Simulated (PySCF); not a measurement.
## Run report: C₅H₁₂OSi₂, NMR shielding calculation

C₅H₁₂OSi₂, SMILES CC(=O)[C@@H]1C[Si@@H](C)[SiH2]1, computed with GIAO PBE0/pcSseg-1 NMR shielding, non-relativistic, gas phase (PySCF 2.14.0).

The geometry comes from this level: GFN2-xTB. It belongs to a series of runs on one base structure; here: ring closed by a new Si-Si bond. Figures and captions count atoms from 1; the log counts them from 0 in places.

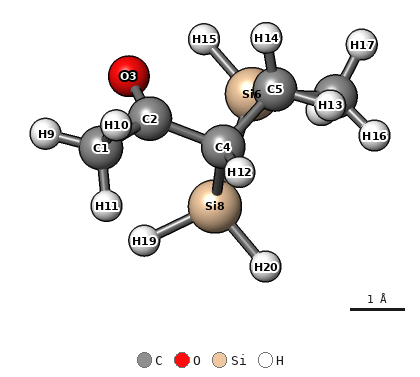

*The input geometry (ball-and-stick view, seen at a tilt; atoms are numbered from 1 in the order of the input).*

Bond lengths as drawn: C–C 1.46 to 1.54 Å, C–H 1.08 to 1.09 Å, C–O 1.22 Å, C–Si 1.91 to 1.97 Å, H–Si 1.46 to 1.47 Å and Si–Si 2.34 Å.

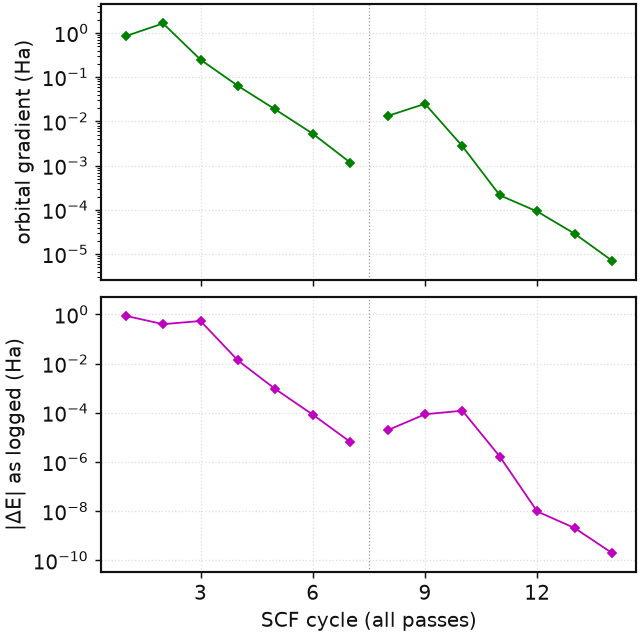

*Convergence of the self-consistent field: orbital gradient and size of the energy change against the SCF cycle. The dotted line marks the change from a coarse to the final integration grid.*

The first 7 cycles use a coarse grid, the final grid takes over at cycle 8, and the field converges after 14 cycles in all.

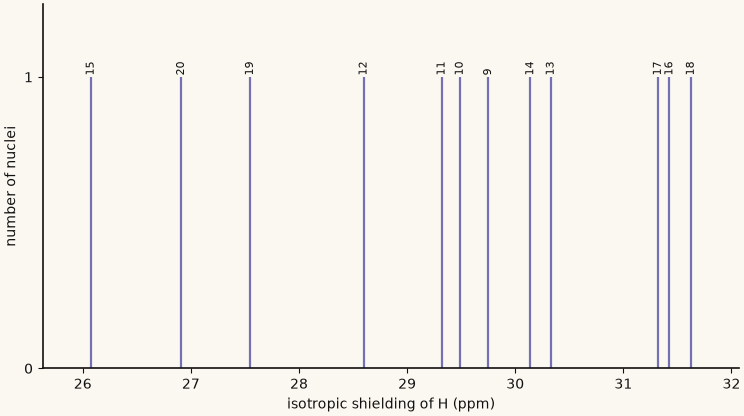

*Isotropic shieldings of the hydrogen nuclei in this fixed geometry, labelled by atom number; shielding grows to the right, so chemical shift grows to the left.*

The least shielded is H15 (26.1 ppm), the most shielded H18 (31.6 ppm).

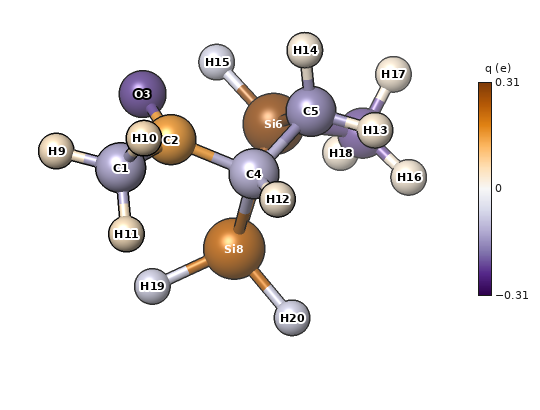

*Hirshfeld charges, as the colour of each atom (ball-and-stick view, seen at a tilt; atoms are numbered from 1 in the order of the input).*

By element: C −0.22 to +0.16, O −0.22, Si +0.23 to +0.29 and H −0.08 to +0.06 e.

The input that produced these results follows, with the program's output.

The input:
```
{"job": {"kind": "nmr", "xc": "PBE0", "basis": "pcSseg-1"}, "charge": 0, "multiplicity": 1}
C     -3.122085    -0.004969    -0.388845
C     -1.711774    -0.172115     0.119098
O     -1.436570    -0.087855     1.306171
C     -0.657475    -0.353271    -0.881337
C      0.479330    -1.215797    -0.310164
Si     1.336445     0.089670     0.814018
C      3.235932     0.089647     0.616121
Si     0.199070     1.417373    -0.744878
H     -3.769895     0.362600     0.403057
H     -3.494369    -0.969650    -0.730911
H     -3.134418     0.681448    -1.232267
H     -1.041353    -0.674250    -1.847071
H      1.132905    -1.549375    -1.117065
H      0.090893    -2.105053     0.185337
H      1.041123     0.046778     2.245554
H      3.540198     0.102856    -0.425589
H      3.676226    -0.789262     1.076505
H      3.671604     0.958850     1.097528
H     -0.797049     2.471140    -0.520184
H      0.756114     1.711912    -2.077809
```

The first line tells a small driver script what to run in PySCF; the rest is the geometry in Å.

Launched with:
```bash
OMP_NUM_THREADS=1 python <driver script> task.json out
```

Output:
```
coarse grid: 17208 points
cycle   1  E = -851.1271193746  dE =  8.807e-01  |g| = 8.494e-01  |ddm| = 4.012e+00
cycle   2  E = -850.7259013150  dE =  4.012e-01  |g| = 1.643e+00  |ddm| = 2.751e+00
cycle   3  E = -851.2672189115  dE = -5.413e-01  |g| = 2.492e-01  |ddm| = 2.224e+00
cycle   4  E = -851.2806455473  dE = -1.343e-02  |g| = 6.379e-02  |ddm| = 2.714e-01
cycle   5  E = -851.2815684156  dE = -9.229e-04  |g| = 1.863e-02  |ddm| = 7.950e-02
cycle   6  E = -851.2816527226  dE = -8.431e-05  |g| = 5.286e-03  |ddm| = 2.508e-02
cycle   7  E = -851.2816593058  dE = -6.583e-06  |g| = 1.179e-03  |ddm| = 5.761e-03
final grid: 155568 points
cycle   8  E = -851.3386686654  dE = -1.953e-05  |g| = 1.328e-02  |ddm| = 3.302e-02
cycle   9  E = -851.3385815192  dE =  8.715e-05  |g| = 2.504e-02  |ddm| = 3.109e-02
cycle  10  E = -851.3387034043  dE = -1.219e-04  |g| = 2.754e-03  |ddm| = 2.237e-02
cycle  11  E = -851.3387050651  dE = -1.661e-06  |g| = 2.141e-04  |ddm| = 2.730e-03
cycle  12  E = -851.3387050748  dE = -9.737e-09  |g| = 9.215e-05  |ddm| = 3.944e-04
cycle  13  E = -851.3387050769  dE = -2.063e-09  |g| = 2.901e-05  |ddm| = 1.338e-04
cycle  14  E = -851.3387050771  dE = -1.990e-10  |g| = 7.127e-06  |ddm| = 3.145e-05
converged SCF energy = -851.3387050771

GIAO shielding tensors (ppm)
atom      isotropic    diamagn.    paramagn.     s11        s22        s33       span
  0 C      156.175     251.935     -95.759    133.079    144.212    191.235     58.156
  1 C      -33.163     253.257    -286.420   -123.328    -80.897    104.736    228.064
  2 O     -265.073     405.850    -670.924   -776.021   -363.252    344.053   1120.074
  3 C      140.152     260.946    -120.795    115.192    139.057    166.206     51.014
  4 C      165.448     253.853     -88.404    156.519    164.417    175.409     18.890
  5 Si     359.444     879.704    -520.261    301.410    371.674    405.248    103.838
  6 C      184.095     252.915     -68.820    176.576    184.726    190.982     14.406
  7 Si     378.735     882.119    -503.384    309.293    373.160    453.753    144.460
  8 H       29.750      28.622       1.128     26.212     27.762     35.274      9.062
  9 H       29.488      28.987       0.501     26.182     28.354     33.928      7.745
 10 H       29.320      30.378      -1.058     25.939     29.738     32.283      6.344
 11 H       28.598      36.096      -7.498     24.438     28.122     33.235      8.797
 12 H       30.329      33.767      -3.438     26.881     28.716     35.392      8.511
 13 H       30.140      32.704      -2.564     25.455     28.156     36.808     11.353
 14 H       26.074      30.063      -3.989     21.752     26.206     30.266      8.514
 15 H       31.427      31.333       0.094     26.957     30.144     37.180     10.223
 16 H       31.320      29.147       2.173     27.155     28.494     38.312     11.157
 17 H       31.625      28.895       2.730     27.494     28.560     38.822     11.327
 18 H       27.547      30.776      -3.229     23.872     26.369     32.400      8.528
 19 H       26.910      30.994      -4.084     23.988     24.921     31.820      7.832
```

Key numbers:

```tsv
quantity	value
outcome	converged
total energy	−851.338705 hartree
HOMO	−6.99 eV
LUMO	−0.52 eV
dipole moment	2.20 D
isotropic shielding, C	−33.2 to 184.1 ppm
isotropic shielding, O	−265.1 ppm
isotropic shielding, Si	359.4 to 378.7 ppm
isotropic shielding, H	26.1 to 31.6 ppm
hardware	1 CPU thread, shared host
wall time	68 s
peak memory	0.95 GiB
```
